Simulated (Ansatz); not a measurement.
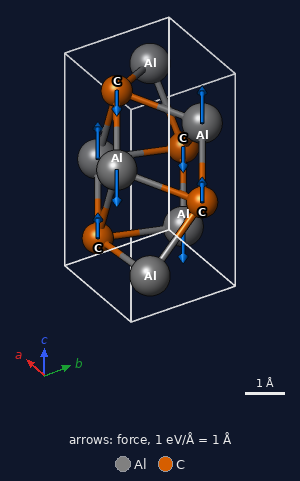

Starting geometry of crystalline Al$_{3}$C$_{2}$ (a generated structure, set up in P-4m2) (coarse preliminary run) with the computed forces as blue arrows. The picture is a ball-and-stick view of the cell of the calculation, seen from a free direction.

Method: Ansatz, DFT PBE, scalar-relativistic, plane waves, PAW. Settings: plane-wave cutoff 420 eV; k-point mesh 6 × 6 × 4; occupations gaussian; smearing width 0.1 eV; no spin polarisation; cell and atoms relaxed; force threshold 0.04 eV/Å; at most 70 steps.

Q: Is this structure relaxed? If not, where do the atoms go?

A: It isn't relaxed: the largest force vector, on Al atoms, is 1.17 eV/Å. The atoms end up moving mostly along the starting forces (cosine between the two patterns 0.94). The largest moves relative to the cell, 0.064 Å, are those of C atoms. Largest moves by element: C 0.064 Å, Al 0.045 Å. The drawn cell changes as follows: a = b 3.196 → 3.078 Å (−3.7 %), c 6.533 → 5.692 Å (−12.9 %); the volume changes by −19.2 %. Near-neighbour distances that change, for instance: Al–C 2.434 → 2.102 Å, Al–Al 2.872 → 2.550 Å, Al–C 2.343 → 2.189 Å, Al–C 2.358 → 2.228 Å. Bond angles that change, for instance: C–Al–C 146.8° → 155.3°, C–Al–C 106.6° → 102.4°, C–Al–C 86.0° → 89.3°. The space group stays P-4m2 (No. 115). Over 6 accepted moves (8 points after the start) the energy falls by 1.565 eV per cell of the calculation. Largest force component: 1.2 eV/Å at the start, 0.0073 eV/Å at the end. Pressure: −21.65 GPa at the start and −0.01 GPa at the end. The SCF was repeated twice at an unchanged geometry on a basis and grid sized afresh for the cell, which shifted the energy by 5.6 meV per cell of the calculation at most. Cost: 28 s on 1 thread of Intel(R) Xeon(R) Processor @ 2.70GHz (shared host), peak memory 0.38 GiB.
